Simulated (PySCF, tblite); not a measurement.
# C₇H₄FO radical: geometry, infrared bands and EPR parameters

Wanted: the infrared bands and EPR parameters of C₇H₄FO radical (`O=Cc1cc[c]cc1F`), by calculation.

Programs: tblite 0.8.0 and PySCF 2.14.0, with density-fitted response routines of our own. Each step states its level of theory. These are calculated values for one molecule in the gas phase, unless marked as measured. Atoms count from 0, in the outputs and in this text.

## (1) The molecule as given

13 atoms, charge 0, multiplicity 2; geometry from: force field or distance geometry start.

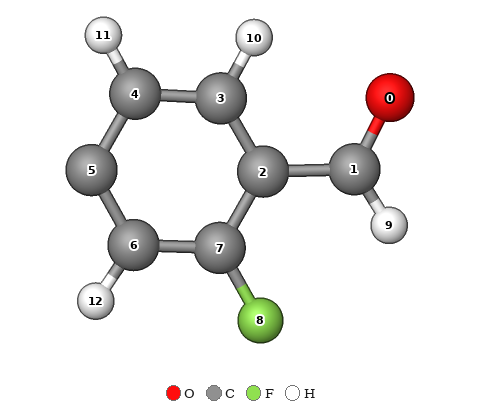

The starting geometry (oxygen red, carbon grey, fluorine green, hydrogen white), atoms numbered; sticks join atoms by distance.

## (2) Relaxing the molecule with GFN2-xTB

What the job is given:

```
{"job": {"kind": "relax", "xc": "GFN2-xTB", "basis": "xTB"}, "charge": 0, "multiplicity": 2}
O      2.455000    -1.509600     0.255500
C      2.056000    -0.362500    -0.146200
C      0.622200    -0.082800    -0.050300
C     -0.216500    -1.054700     0.433300
C     -1.576400    -0.892000     0.565400
C     -2.093000     0.344600     0.142100
C     -1.256900     1.340000    -0.358000
C      0.112600     1.159000    -0.462600
F      0.923200     2.119600    -0.953100
H      2.736900     0.378800    -0.515200
H      0.168600    -2.037500     0.768000
H     -2.215900    -1.673800     0.950100
H     -1.720400     2.271200    -0.646700
```

On the command line:

```
$ OMP_NUM_THREADS=1 python probes_run.py task.json out
```

One launch serves the whole session: the jobs run in the order shown.

The program printed:

```text
step      E/eV     max force
  0    -698.64435    5.206
  1    -698.81873    5.317
  2    -698.97163    1.285
  3    -698.99725    0.481
  4    -699.01771    0.631
  5    -699.03115    0.530
  6    -699.03951    0.262
  7    -699.04360    0.178
  8    -699.04702    0.212
  9    -699.04886    0.155
 10    -699.05067    0.135
 11    -699.05304    0.227
 12    -699.05571    0.235
 13    -699.05769    0.113
 14    -699.05886    0.088
 15    -699.05988    0.125
 16    -699.06104    0.171
 17    -699.06203    0.125
 18    -699.06256    0.069
 19    -699.06280    0.040
 20    -699.06295    0.046
 21    -699.06304    0.031
 22    -699.06306    0.009
```

Run time: 0.13 s. Hardware: 1 thread of Arm Neoverse V1, shared host.

Relaxation path:

```csv
step,energy from step 0 (eV),largest force (eV/Å)
0,0.0000,5.2064
1,-0.1744,5.3174
2,-0.3273,1.2847
3,-0.3529,0.4808
4,-0.3734,0.6314
5,-0.3868,0.5302
6,-0.3952,0.2620
7,-0.3992,0.1777
8,-0.4027,0.2125
9,-0.4045,0.1548
10,-0.4063,0.1348
11,-0.4087,0.2269
12,-0.4114,0.2346
13,-0.4133,0.1130
14,-0.4145,0.0883
15,-0.4155,0.1251
16,-0.4167,0.1706
17,-0.4177,0.1249
18,-0.4182,0.0694
19,-0.4185,0.0401
20,-0.4186,0.0461
21,-0.4187,0.0311
22,-0.4187,0.0091
```

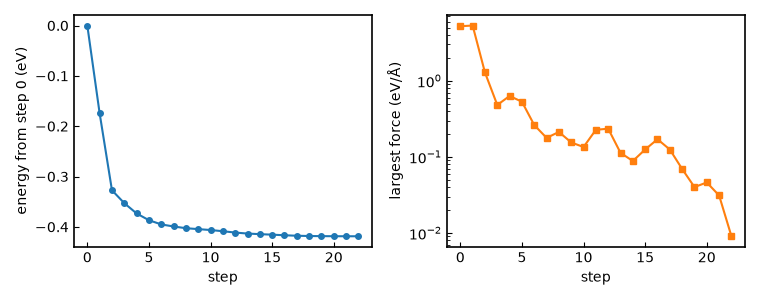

Energy and largest force along the relaxation.

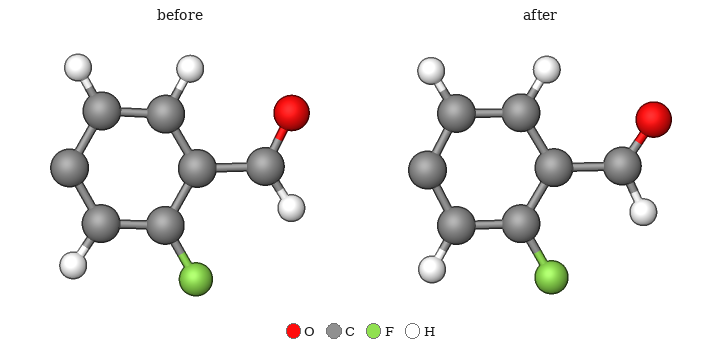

The geometry before (left) and after (right).

Distances of close pairs at the start and the end, largest changes first:

| bond | before (Å) | after (Å) | change (Å) |
| --- | --- | --- | --- |
| O0–C1 | 1.279 | 1.203 | -0.076 |
| C4–C5 | 1.405 | 1.366 | -0.039 |
| C1–H9 | 1.072 | 1.105 | +0.033 |
| C5–C6 | 1.393 | 1.363 | -0.030 |
| C3–H10 | 1.107 | 1.080 | -0.027 |
| C2–C3 | 1.372 | 1.395 | +0.024 |
| C3–C4 | 1.376 | 1.389 | +0.013 |
| C1–C2 | 1.464 | 1.473 | +0.009 |

The end geometry stands in the next job.

## (3) Infrared spectrum with GFN2-xTB

What the job is given:

```
{"job": {"kind": "ir", "xc": "GFN2-xTB", "basis": "xTB"}, "charge": 0, "multiplicity": 2}
O      2.594905    -1.429646     0.202654
C      2.068445    -0.399429    -0.126098
C      0.622859    -0.130713    -0.034586
C     -0.243765    -1.105621     0.461240
C     -1.609040    -0.868922     0.554562
C     -2.053490     0.354133     0.139358
C     -1.272494     1.355195    -0.356234
C      0.091317     1.095128    -0.439231
F      0.900738     2.052712    -0.921866
H      2.654614     0.444062    -0.532476
H      0.174957    -2.051611     0.772223
H     -2.274887    -1.624998     0.938087
H     -1.658547     2.310197    -0.675360
```

The program printed:

```text
mode    cm-1     km/mol
  1     101.1     10.17
  2     163.0      8.57
  3     186.5      4.51
  4     234.6      0.03
  5     328.9      2.49
  6     401.2      3.37
  7     473.0     14.42
  8     474.7      4.80
  9     512.6      0.35
 10     604.0     37.25
 11     632.7      3.22
 12     775.1     11.29
 13     785.5     35.57
 14     808.5     11.26
 15     841.9      5.99
 16     899.0      0.37
 17     926.7      0.29
 18    1066.3      6.01
 19    1091.1     38.81
 20    1164.6     65.54
 21    1184.9      4.91
 22    1228.8     62.09
 23    1275.6     29.31
 24    1373.9    102.20
 25    1407.5     20.93
 26    1427.7     47.60
 27    1517.3    129.91
 28    1593.1     42.53
 29    1748.9    364.17
 30    2807.4     74.01
 31    3081.2      0.03
 32    3099.0      5.25
 33    3099.1      0.68
```

Wall time 0.36 s (1 thread of Arm Neoverse V1, shared host).

The strongest bands and the atoms that carry them (share of the mass-weighted mode):

| cm⁻¹ | km/mol | atoms |
| --- | --- | --- |
| 1165 | 65.5 | H11 36 %, C7 17 %, C2 13 %, H10 12 % |
| 1229 | 62.1 | C2 29 %, H10 15 %, C7 13 % |
| 1374 | 102.2 | H9 52 % |
| 1428 | 47.6 | C7 22 %, C2 22 %, C5 14 %, H9 12 % |
| 1517 | 129.9 | C3 26 %, C7 26 %, C4 16 %, C2 14 % |
| 1593 | 42.5 | C5 38 %, C2 19 %, C6 14 %, C4 11 % |
| 1749 | 364.2 | C1 59 %, O0 39 % |
| 2807 | 74.0 | H9 94 % |

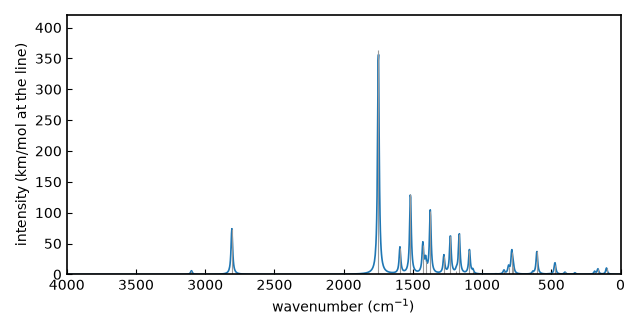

The infrared spectrum from these modes, unscaled. Lines are broadened to a width of 14 cm⁻¹ (Lorentzian).

## (4) g tensor and hyperfine couplings: B3LYP/pcH-1

The job, as its differences from that of step 3:

```diff
@@ -1,2 +1,2 @@
-{"job": {"kind": "ir", "xc": "GFN2-xTB", "basis": "xTB"}, "charge": 0, "multiplicity": 2}
+{"job": {"kind": "epr", "basis": "pcH-1"}, "charge": 0, "multiplicity": 2}
 O      2.594905    -1.429646     0.202654
```

Method: UKS B3LYP, pcH-1 on C F H O, non-relativistic, mean-field spin-orbit, GIAO.

The program printed:

```text
UKS, coarse grid
  cycle   1  E = -443.97131764  |g| = 6.71e-01
  cycle   2  E = -442.52940493  |g| = 1.73e+00
  cycle   3  E = -444.03038570  |g| = 4.34e-01
  cycle   4  E = -444.13697797  |g| = 1.15e-01
  cycle   5  E = -444.14054786  |g| = 8.03e-02
  cycle   6  E = -444.14399471  |g| = 1.70e-02
  cycle   7  E = -444.14412127  |g| = 5.71e-03
  cycle   8  E = -444.14413904  |g| = 3.49e-03
  cycle   9  E = -444.14414907  |g| = 1.54e-03
  cycle  10  E = -444.14415207  |g| = 9.01e-04
UKS, final grid
  cycle   1  E = -444.14416381  |g| = 1.26e-03
  cycle   2  E = -444.14416238  |g| = 2.30e-03
  cycle   3  E = -444.14416527  |g| = 2.77e-04
  cycle   4  E = -444.14416547  |g| = 2.60e-04
  cycle   5  E = -444.14416565  |g| = 8.70e-05
  cycle   6  E = -444.14416565  |g| = 2.77e-05
E = -444.14416565 Eh   <S^2> = 0.7576 (exact 0.7500)
g shifts (ppm)      1          2          3
  rmc          -168       -168       -168
  gc             30         13        -32
  oz_so        -692        -95       1012
  total        -830       -250        813
hyperfine (MHz)  atom isotope    a_iso     a_fc   dipolar eigenvalues
    0   17O       0.58       0.58     -1.77     -1.63      3.40
    1   13C       1.90       1.90     -0.53      0.25      0.29
    2   13C      -6.81      -6.81     -5.99      2.21      3.79
    3   13C      56.69      56.69     -6.51     -1.82      8.33
    4   13C      13.39      13.39    -13.73     -2.29     16.03
    5   13C     415.61     415.61    -80.34    -63.07    143.41
    6   13C      19.44      19.44    -13.51     -1.57     15.08
    7   13C      72.27      72.27     -5.52     -0.96      6.49
    8   19F      27.98      27.98    -26.10     -8.62     34.73
    9    1H      -0.21      -0.21     -0.68     -0.50      1.17
   10    1H      21.20      21.20     -2.95     -2.51      5.46
   11    1H      53.60      53.60     -6.97     -5.79     12.76
   12    1H      63.95      63.95     -6.74     -5.70     12.44
```

Wall time 72 s (1 thread of Arm Neoverse V1, shared host); peak memory 0.97 GiB.

Principal g values 2.00149, 2.00207, 2.00313; g(iso) = 2.00223, against 2.00232 for a free electron.

Hyperfine couplings, nucleus by nucleus at this fixed geometry (no averaging over rotations):

```
nuclei  isotope  a(iso) (MHz)  a(iso) (G, at g = 2.0023)  largest dipolar term (MHz)
    C5      13C         415.6                      148.3                       143.4
    C7      13C          72.3                       25.8                         6.5
   H12       1H          63.9                       22.8                        12.4
    C3      13C          56.7                       20.2                         8.3
   H11       1H          53.6                       19.1                        12.8
    F8      19F          28.0                       10.0                        34.7
   H10       1H          21.2                        7.6                         5.5
    C6      13C          19.4                        6.9                        15.1
    C4      13C          13.4                        4.8                        16.0
    C2      13C          -6.8                       -2.4                        -6.0
    C1      13C           1.9                        0.7                        -0.5
    O0      17O           0.6                        0.2                         3.4
    H9       1H          -0.2                       -0.1                         1.2
```

Mulliken spin populations:

O0 -0.01; C1 0.00; C2 -0.03; C3 0.06; C4 -0.07; C5 1.01; C6 -0.08; C7 0.06; F8 0.01; H9 0.00; H10 0.01; H11 0.02; H12 0.02

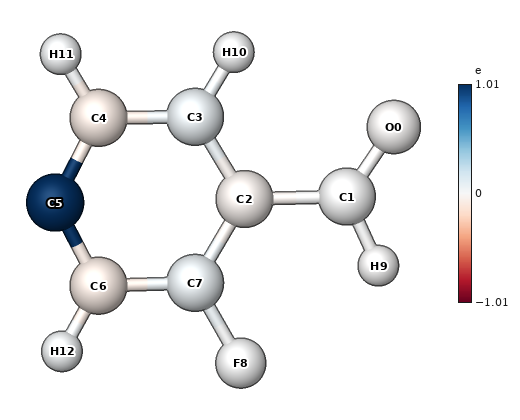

Mulliken spin populations, as colours on the atoms.

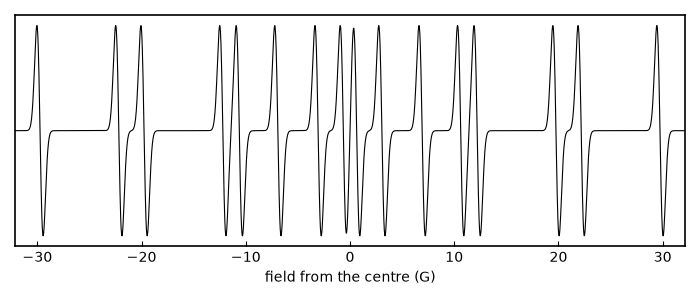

First-order isotropic spectrum (first derivative, main isotopes with spin only, couplings over 0.8 MHz, Gaussian width 0.3 G; couplings of the frozen geometry, rotation of groups not averaged beyond the rows shown).

Orbitals, density, ELF and potential are computed afterwards from the orbital file.

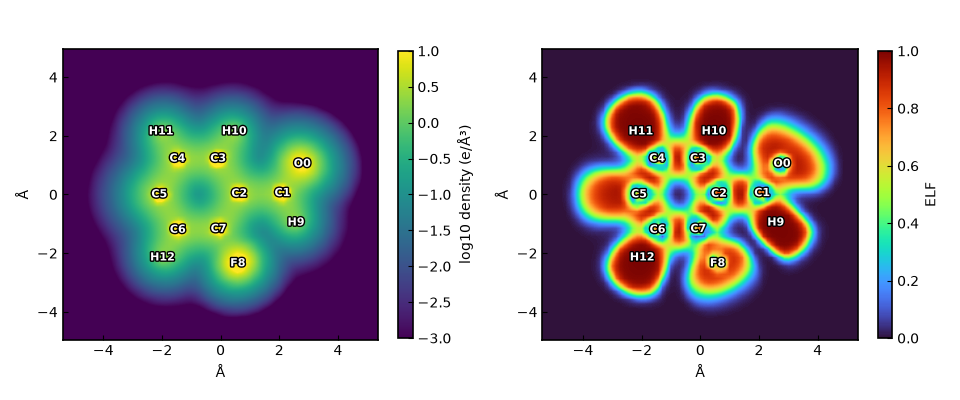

Density (left) and ELF (right) in a plane through or near 13 of the atoms.

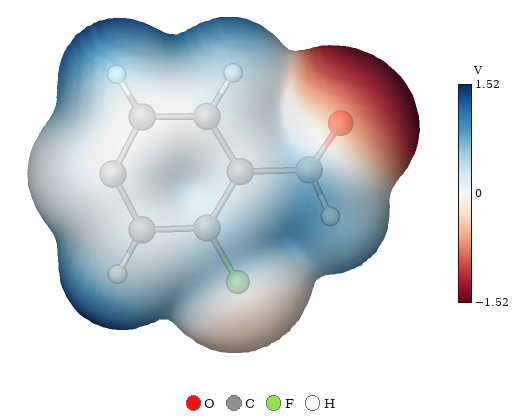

Electrostatic potential on the surface of density 0.002 e/bohr³; red is low, blue high. It runs from -1.52 V near O0 to 1.30 V near H12.

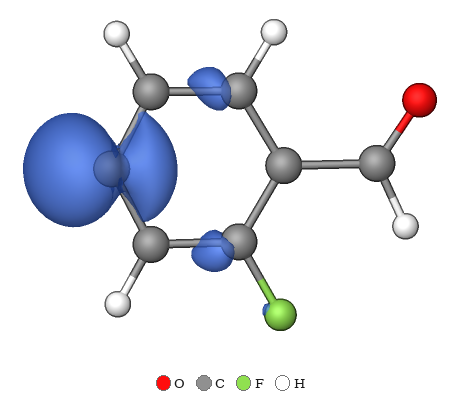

Spin density at ±0.05 e/Å³ (alpha excess blue, beta excess red).

## (5) Summary of results

| quantity | value |
| --- | --- |
| strongest single infrared mode (GFN2-xTB) | 1749 cm⁻¹, 364 km/mol |
| zero-point energy (GFN2-xTB) | 53.3 kcal/mol |
| g(iso) (B3LYP) | 2.00223 |
| ⟨S²⟩ | 0.758 (exact 0.75) |
| largest a(iso) | 13C on C5, 415.6 MHz |
| surface potential, least and greatest | -1.52 V and 1.30 V |

Over 22 steps the energy fell by 0.419 eV; of the close pairs, O0–C1 changed most, 1.279 to 1.203 Å. All 33 modes are real, so the xTB geometry is a minimum. The strongest single mode, at 1749 cm⁻¹, moves mainly C1 and O0. GFN2-xTB is a fitted tight-binding method: band positions and strengths are rough. Its intensities can rank the bands wrongly. Most of the unpaired spin sits on C5 (1.01 e). The isotropic g lies 0.1 ppt below the free-electron value.
